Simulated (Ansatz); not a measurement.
Start from Se (space group P3_121, No. 152; a = 4.506 Å, c = 4.991 Å; made of chains). Axes: x lies along a and z along c of the hexagonal cell.

One thing is altered: a pure shear with ε_yz = ε_zy = -0.0076; the atoms relax in the strained cell.

Level of theory: r2SCAN, PAW, 500 eV (Ansatz, a program for electronic structure; without spin-orbit coupling).

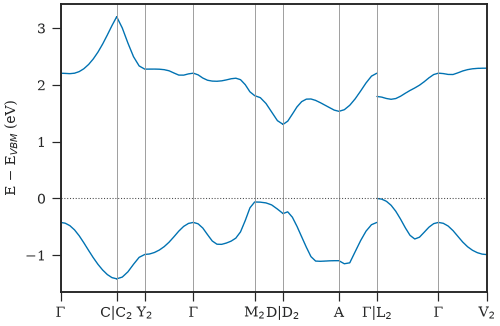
Figure: Highest valence and lowest conduction band along the path of the changed cell's own zone

Task: From the figure, how large is the changed gap, and is it direct?

Result: About 1.3 eV, indirect, L₂ → D₂.

No phonon test of stability was made. No dispersion term is included, though the crystal is made of layers, chains or molecules, so its spacings can come out too wide. k-point labels follow each cell's own Brillouin zone.
